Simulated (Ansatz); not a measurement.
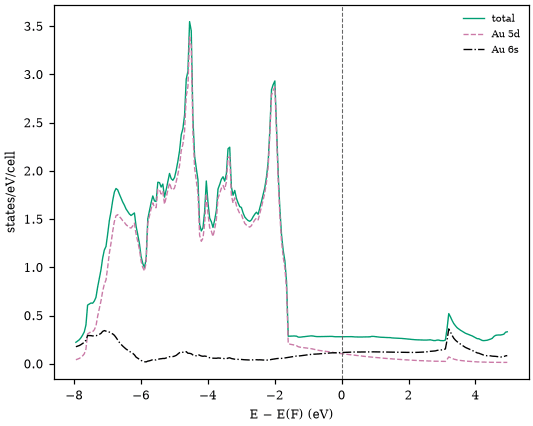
Fig. 1. Total and projected density of states of Au (fcc (Cu type), space group No. 225), plane-wave PAW LDA (Ansatz code)

Which orbitals carry the states next to the Fermi level?

Within 0.5 eV of the Fermi level: Au 6s 42 %, Au 5d 37 %, outside the projected shells 21 %. Projections are on Löwdin-orthogonalised atomic valence shells; empty p or d shells of many metals are not among them.

Where is the tallest occupied peak in this window, and what makes it?

Near -4.5 eV, about 3.5 states/eV per cell; the largest projected share is Au 5d.

Space group Fm-3m (fcc (Cu type)). The cell was relaxed with LDA under the symmetry of its start. Spin–orbit coupling is left out wherever it is not named.

Potentials: the earlier of the program's two PAW sets. The files were generated under PBE; for other functionals the program regenerates the frozen cores, and for LDA and PBEsol the local potential too.
